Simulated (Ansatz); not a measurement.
The calculation's input:

```
crystal:
  lattice:
    - [11.31722, 0.0, 0.0]
    - [0.0, 4.15229, 0.0]
    - [0.0, 0.0, 4.41986]
  atoms:
    - { symbol: Sn, position: [0.123, 0.25, 0.091] }
    - { symbol: Sn, position: [0.377, 0.75, 0.591] }
    - { symbol: Sn, position: [0.623, 0.25, 0.409] }
    - { symbol: Sn, position: [0.877, 0.75, 0.909] }
    - { symbol: S, position: [0.357, 0.25, 0.016] }
    - { symbol: Se, position: [0.143, 0.75, 0.516] }
    - { symbol: Se, position: [0.857, 0.25, 0.484] }
    - { symbol: Se, position: [0.643, 0.75, 0.984] }
scf:
  occupations: { method: fixed }
output:
  forces: true
  stress: true
  eigenvalues: true
  write_density: true
  write_potential: true
  elf: true
  volumetric_format: npy
kpoints:
  mp_grid: { grid: [4, 8, 8] }
hamiltonian:
  xc: lda
relax:
  f_tol: 0.001
  max_steps: 90
  cell: { stress_tol: 0.01 }
```

Launched as:

```sh
ansatz run input.yaml --threads 8 --pin off --max-ram 16384MiB --backend cpu --events-out ev --progress --plain --runs-dir out
```

Below, planes, directions and counts refer to the conventional cell (a = 4.31 Å, b = 4.07 Å, c = 11.21 Å, α = 90.00°, β = 90.00°, γ = 90.00°).

The fields are those of the relaxed geometry.

Space group Pm; a generated structure, not necessarily the stable one.

These are results of DFT LDA, scalar-relativistic, plane waves, PAW in Ansatz, not measurements.

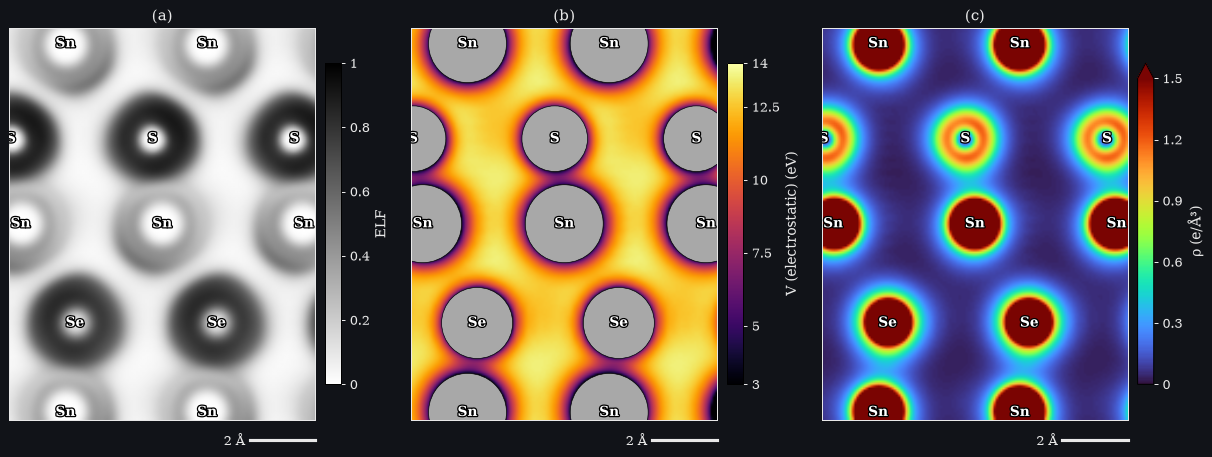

Sn4Se3S. (a) electron localisation function; (b) electrostatic potential (local pseudopotential plus Hartree) felt by an electron; (c) valence electron density on the (010) plane of the conventional cell. Grey discs cover the atomic cores in the potential map.

In a PAW calculation such maps are meaningful between the atoms, not at the nuclei.

**What do the fields say about this system?**

Atoms in the plane: Sn, S and Se.
Sn–S (2.60 Å): the density is about 0.41 e/Å³ at the midpoint; the ELF peaks at about 0.85 in the valence shell of S, 0.8 Å from its nucleus, and is about 0.50 at the midpoint.
Sn–Se (2.73 Å): ρ is about 0.37 e/Å³ halfway; the ELF is about 0.55 at the midpoint.
Between the atoms the lowest density in this plane is 0.03 e/Å³.
The ELF also peaks beside S, away from the bonds: lone-pair regions.
Outside the cores the potential energy rises away from the atoms and is highest about 2.2 Å from the nearest atoms; its zero is arbitrary.
